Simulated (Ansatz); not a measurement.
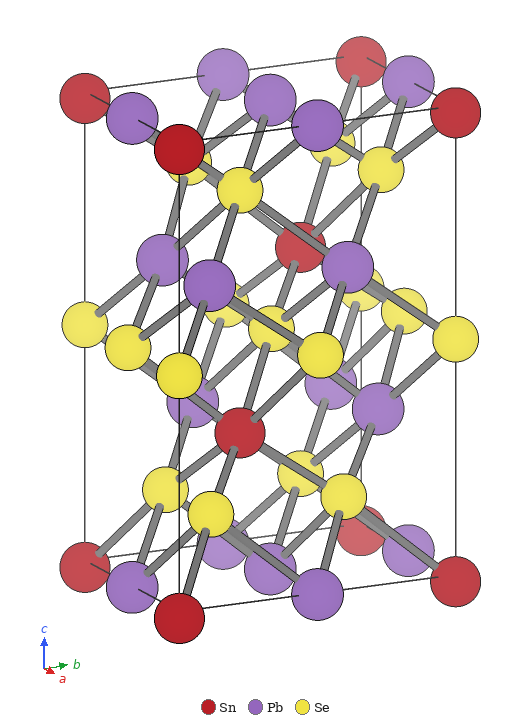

Ball-and-stick drawing of the structure, looking slightly off an axis. One conventional unit cell is framed, with atoms on its boundary repeated.

SnPb$_{3}$Se$_{4}$, space group R3m (No. 160), a = 8.763 Å, b = 8.763 Å, c = 10.767 Å, α = 90.00°, β = 90.00°, γ = 120.00°. It goes back to a structure type filled with these elements by a generator (whether the compound takes this form wasn't checked). Earlier steps of the study, as a rule a relaxation of our own, may have changed the cell and positions, so they can lie some per cent off the listed ones. Ansatz was used for an electronic-structure calculation on it.

This one geometry was computed with Ansatz (DFT, plane waves, PAW) at three levels of theory: r2SCAN, PBEsol and PBE.

Which level gives the highest pressure at this volume, and what does that say about its equilibrium volume?

Highest: PBE (0.0 GPa), which points to the largest equilibrium volume. Lowest, with the smallest volume: PBEsol (-2.7 GPa). Levels within 0.5 GPa of each other can't be told apart.

How does the band gap change with the level of theory?

PBE: a gap of 0.03 eV, direct; PBEsol: a gap of 0.03 eV, indirect; r2SCAN: a gap of 0.05 eV, direct.

Collect the results in a table.

| level | cutoff (eV) | k-mesh of the run's cell | gap (eV) | pressure (GPa) |
| --- | --- | --- | --- | --- |
| r2SCAN | 500 | 6×6×6 | 0.05 | -1.0 |
| PBEsol | 420 | 6×6×6 | 0.03 | -2.7 |
| PBE | 420 | 6×6×6 | 0.03 | 0.0 |

Gaps are taken on the k-mesh or band path of each run.
